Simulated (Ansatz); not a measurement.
# H3O (doublet): one geometry, many settings at distance O1–H3 along a hydrogen transfer = 1.097 Å

Aim: run H3O (doublet) at one geometry under a spread of methods and options, and see what each costs and gives.

Program: Ansatz 0.2.0, Gaussian basis. Level of theory: the settings change from run to run. These are calculated values, not measurements.

13 further runs of the same task are left out: 2 that didn't finish, 11 set aside as unsound or not needed.

### 1 The geometry

The geometry derives from fragments relaxed apart (PBE0/def2-TZVP) and kept rigid, so it is no stationary point. A hydrogen atom is moved between rigid fragments.

4 atoms, charge 0, spin multiplicity 2.

Atoms are counted from 1 here; the program's logs count them from 0.

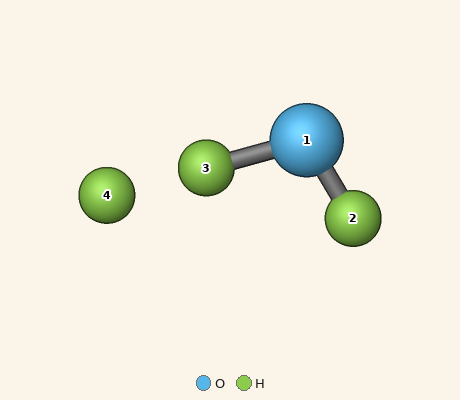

The structure; oxygen blue, hydrogen green; atoms are numbered from 1 in the order of the file.

### 2 CASSCF(5,5)/6-31G

in.yaml

```yaml
crystal:
  periodic: [false, false, false]
  atoms:
    - {symbol: O, position_ang: [-0.160633, -0.049094, 0.000000]}
    - {symbol: H, position_ang: [-0.409943, 0.877481, 0.000000]}
    - {symbol: H, position_ang: [0.936367, -0.049094, 0.000000]}
    - {symbol: H, position_ang: [2.023367, -0.049094, 0.000000]}
basis:
  gaussian: {orbitals: 6-31G}
magnetization: {spin_polarized: false, initial_magnetization: 1}
correlation: {active_space: {window: {electrons: 5, orbitals: 5}}}
```

Started as:

```bash
$ ansatz run in.yaml --threads 1 --pin off --events-out ev --progress --plain --max-ram 2393MiB
```

What it wrote:

```text
Functional definition: HF
  name "HF"
  cite "Fock, Z. Phys. 61, 126 (1930) doi:10.1007/BF01340294"
  parent pbe
  exchange = exact_x
  correlation = 0
171 factors; integrals over basis functions are off by at most 5.8e-4 eV
mean field evaluation 1: about -2078.1499 eV, gradient 2.8e1 eV
mean field evaluation 2: about -2078.1513 eV, gradient 2.8e1 eV
mean field evaluation 4: about -2080.0741 eV, gradient 2.4e0 eV
mean field evaluation 8: about -2080.1606 eV, gradient 8.3e-2 eV
mean field evaluation 16: about -2078.0592 eV, gradient 3.7e0 eV
mean field evaluation 32: about -2080.1575 eV, gradient 3.8e-1 eV
mean field -2080.16075024 eV, -76.4444975876 hartree, gradient 2.5e-6 eV, S^2 0.750000; 4 other end points of the search recorded, 0 dependent functions left out
reference -2080.16075024 eV, -76.4444975876 hartree; 6, 5 occupied and 9, 10 virtual orbitals, 171 factors
state -2081.85014917 eV, -76.5065818532 hartree
Total energy: -2081.85014917 eV, -76.5065818532 hartree
```

Wall time 0.3 s (1 thread of Intel Xeon Platinum 8488C, shared host).

From the report: 100 determinants; active occupations 1.98, 1.97, 1.00, 0.03, 0.02.

### 3 HF/6-31G

Changes to in.yaml since step 2:

```diff
@@ -9,3 +9,5 @@
   gaussian: {orbitals: 6-31G}
-magnetization: {spin_polarized: false, initial_magnetization: 1}
-correlation: {active_space: {window: {electrons: 5, orbitals: 5}}}
+magnetization: {spin_polarized: true, initial_magnetization: 1}
+hamiltonian: {xc: hf}
+scf: {lower_state_search: off}
+output: {orbitals: {seedname: orbitals}}
```

Launched as before.

What it wrote:

```text
Functional definition: HF
  name "HF"
  cite "Fock, Z. Phys. 61, 126 (1930) doi:10.1007/BF01340294"
  parent pbe
  exchange = exact_x
  correlation = 0
these checks for a lower state are left out or cut short: stability, starts, cluster_reference, orbital_swaps, neighbouring_geometries, increment
171 factors; integrals over basis functions are off by at most 5.8e-4 eV
mean field evaluation 1: about -2078.2396 eV, gradient 2.1e1 eV
mean field evaluation 2: about -2078.2418 eV, gradient 2.1e1 eV
mean field evaluation 4: about -2080.2777 eV, gradient 2.1e0 eV
mean field evaluation 8: about -2080.3390 eV, gradient 1.2e-4 eV
mean field -2080.33897081 eV, -76.4510470730 hartree, gradient 2.6e-6 eV, S^2 0.779534; 0 other end points of the search recorded, 0 dependent functions left out
reference -2080.33897081 eV, -76.4510470730 hartree; 6, 5 occupied and 9, 10 virtual orbitals, 171 factors
Total energy: -2080.33897081 eV, -76.4510470730 hartree
Checks for a lower state left out: stability, starts, cluster_reference, orbital_swaps, neighbouring_geometries, increment
```

Run time: 0.06 s. Hardware: 1 thread of Intel Xeon Platinum 8488C, shared host.

From the report: ⟨S²⟩ of the determinant 0.780 (pure doublet: 0.75).

### 4 CCSDT/def2-mTZVP

in.yaml

```yaml
crystal:
  periodic: [false, false, false]
  atoms:
    - {symbol: O, position_ang: [-0.160633, -0.049094, 0.000000]}
    - {symbol: H, position_ang: [-0.409943, 0.877481, 0.000000]}
    - {symbol: H, position_ang: [0.936367, -0.049094, 0.000000]}
    - {symbol: H, position_ang: [2.023367, -0.049094, 0.000000]}
basis:
  gaussian: {orbitals: def2-mTZVP, fitting: {mean_field: def2-universal-jkfit}}
magnetization: {spin_polarized: false, initial_magnetization: 1}
hamiltonian: {xc: {name: r2SCAN}}
correlation: {method: ccsdt, electrons: outside_noble_gas}
scf: {omitted_lower_state_checks: [cluster_reference]}
output: {forces: true}
```

The command is unchanged.

What it wrote, shortened:

```text
Functional definition: r2SCAN
  name "r2SCAN"
  cite "Furness, Kaplan, Ning, Perdew & Sun, J. Phys. Chem. Lett. 11, 8208 (2020) doi:10.1021/acs.jpclett.0c02405"
  cite "Furness, Kaplan, Ning, Perdew & Sun, J. Phys. Chem. Lett. 11, 9248 (2020) doi:10.1021/acs.jpclett.0c03077"
  parent r2scan
[...]
131 factors; integrals over basis functions are off by at most 8.9e-1 eV
[...]
mean field -2092.55309158 eV, -76.8999077323 hartree, gradient 7.5e-6 eV, S^2 0.750000; 1 other end points of the search recorded, 0 dependent functions left out
1 core orbitals not correlated: weight in the atoms' cores, before any rotation towards them, 1.000 or more for the frozen orbitals, at most 0.000 for the correlated occupied ones
reference -2081.66869570 eV, -76.4999135613 hartree; 5, 4 occupied and 27, 28 virtual orbitals, 131 factors
second order -6.29434356 eV of doubles, -0.27646041 eV of singles
cycle   1  -6.32842952 eV  change    2.4e-1 eV  update   6.7e-2
[...]
cycle  16  -6.73958072 eV  change   -3.3e-7 eV  update   2.7e-7
[...]
Total energy: -2088.40827642 eV, -76.7475885846 hartree
Atom 0 at    -0.160633    -0.049094     0.000000 Å, force     1.975259    -1.017967     0.000000 eV/Å
Atom 1 at    -0.409943     0.877481     0.000000 Å, force     0.062926     0.817164     0.000000 eV/Å
Atom 2 at     0.936367    -0.049094     0.000000 Å, force    -3.042712     0.162392     0.000000 eV/Å
Atom 3 at     2.023367    -0.049094     0.000000 Å, force     1.004526     0.038411    -0.000000 eV/Å
Dipole moment:     0.228925     0.302908    -0.000000 e Å
Checks for a lower state left out: cluster_reference
```

It took 22 s on 1 thread of Intel Xeon Platinum 8488C, shared host; peak memory 0.49 GiB.

From the report: correlation -6.7396 eV; T1 0.020; largest double amplitude 0.04. The orbitals are Kohn-Sham ones, so correlation energy and T1 don't compare with those on Hartree-Fock orbitals.

### 5 CCSDT(Q)/def2-mTZVP

in.yaml

```yaml
crystal:
  periodic: [false, false, false]
  atoms:
    - {symbol: O, position_ang: [-0.160633, -0.049094, 0.000000]}
    - {symbol: H, position_ang: [-0.409943, 0.877481, 0.000000]}
    - {symbol: H, position_ang: [0.936367, -0.049094, 0.000000]}
    - {symbol: H, position_ang: [2.023367, -0.049094, 0.000000]}
basis:
  gaussian: {orbitals: def2-mTZVP}
magnetization: {spin_polarized: false, initial_magnetization: 1}
hamiltonian: {xc: {name: B3LYP}}
correlation: {method: ccsdt_q, electrons: outside_noble_gas}
output: {forces: true}
```

The command is unchanged.

What it wrote, shortened:

```text
Functional definition: B3LYP
  name "B3LYP"
  cite "Stephens, Devlin, Chabalowski & Frisch, J. Phys. Chem. 98, 11623 (1994) doi:10.1021/j100096a001"
  cite "Becke, Phys. Rev. A 38, 3098 (1988) doi:10.1103/PhysRevA.38.3098"
  cite "Lee, Yang & Parr, Phys. Rev. B 37, 785 (1988) doi:10.1103/PhysRevB.37.785"
  cite "Vosko, Wilk & Nusair, Can. J. Phys. 58, 1200 (1980) doi:10.1139/p80-159"
[...]
509 factors; integrals over basis functions are off by at most 2.4e-7 eV
[...]
mean field -2093.73342530 eV, -76.9432841963 hartree, gradient 2.3e-6 eV, S^2 0.750000; 1 other end points of the search recorded, 0 dependent functions left out
[...]
1 core orbitals not correlated: weight in the atoms' cores, before any rotation towards them, 1.000 or more for the frozen orbitals, at most 0.000 for the correlated occupied ones
reference -2081.58822710 eV, -76.4969563949 hartree; 5, 4 occupied and 27, 28 virtual orbitals, 509 factors
second order -6.33987311 eV of doubles, -0.34683225 eV of singles
cycle   1  -6.39723086 eV  change    2.9e-1 eV  update   6.8e-2
[...]
cycle  16  -6.81801004 eV  change   -3.2e-7 eV  update   2.9e-7
perturbative correction -0.01614432 eV, -0.0005932927 hartree
[...]
Total energy: -2088.42238146 eV, -76.7481069351 hartree
Atom 0 at    -0.160633    -0.049094     0.000000 Å, force     1.953282    -1.040865     0.000000 eV/Å
Atom 1 at    -0.409943     0.877481     0.000000 Å, force     0.059535     0.838640    -0.000000 eV/Å
Atom 2 at     0.936367    -0.049094     0.000000 Å, force    -3.014355     0.163216    -0.000000 eV/Å
Atom 3 at     2.023367    -0.049094     0.000000 Å, force     1.001538     0.039010     0.000000 eV/Å
Dipole moment:     0.227867     0.302499     0.000000 e Å
```

Wall time 58 s (1 thread of Intel Xeon Platinum 8488C, shared host); peak memory 0.96 GiB.

From the report: correlation -6.8342 eV; T1 0.021; largest double amplitude 0.04. The orbitals are Kohn-Sham ones, so correlation energy and T1 don't compare with those on Hartree-Fock orbitals.

### 6 The runs in one table

Where basis and cores are those of an earlier FCI/6-31G run (-2084.2739 eV), and the state is the same kind, the miss against it is given.

| level | correlated | functions | energy (eV) | from FCI (meV) | time |
| --- | --- | --- | --- | --- | --- |
| CASSCF(5,5)/6-31G |  | 15 | -2081.8501 | 2423.8 | 0.3 s |
| HF/6-31G |  | 15 | -2080.3390 | 3934.9 | 0.06 s |
| CCSDT/def2-mTZVP (on r2SCAN orbitals) | outside noble gas | 33 | -2088.4083 |  | 22 s |
| CCSDT(Q)/def2-mTZVP (on B3LYP orbitals) | outside noble gas | 33 | -2088.4224 |  | 58 s |

### 7 Outcome

| quantity | value |
| --- | --- |
| runs | 4 |
| quickest | HF/6-31G, 0.06 s |
| slowest | CCSDT(Q)/def2-mTZVP (on B3LYP orbitals), 58 s |

Total energies in different bases, with other cores or another treatment of relativity can't be set against each other. CCSDT(Q)/def2-mTZVP (on B3LYP orbitals) took 967 times as long as HF/6-31G; the jobs differ in more than the method. Hartree-Fock, CASSCF and CASCI lack dynamic correlation by design.
